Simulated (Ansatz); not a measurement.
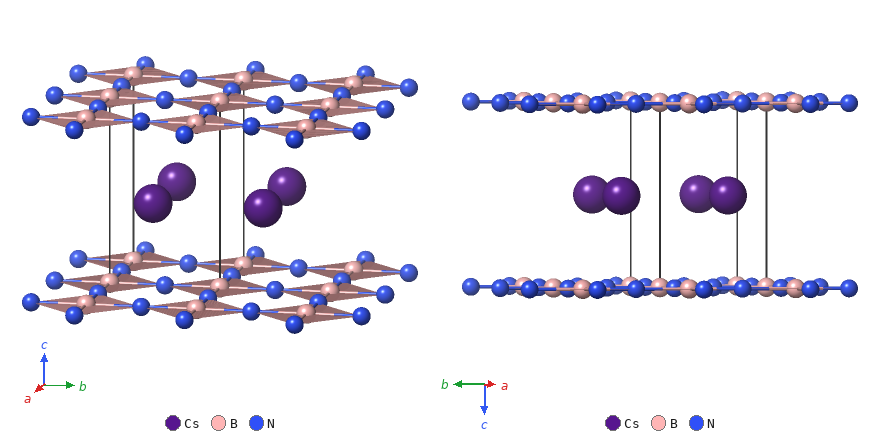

Polyhedra are drawn about B (bonds: B–N below 1.8 Å); other atoms are plain spheres. Two views of the same piece.

CsBN2 (space group P4/mmm, No. 123): coordinates from a relaxation with DFT PBE, scalar-relativistic, plane waves, PAW (Ansatz 0.2.0); the starting structure was generated, so it need not be a known form of this composition.

### What figure surrounds each B atom, and what does it share with the other drawn polyhedra?

B: BN4 square, sharing corners with four neighbours.

### How do these polyhedra hang together as a whole?

They form layers of corner-sharing squares parallel to (001). Their corner atoms also have Cs as close neighbours (those links are not drawn).

### How far apart are the centres of linked polyhedra?

Centre to centre across a shared corner: 3.23 Å.
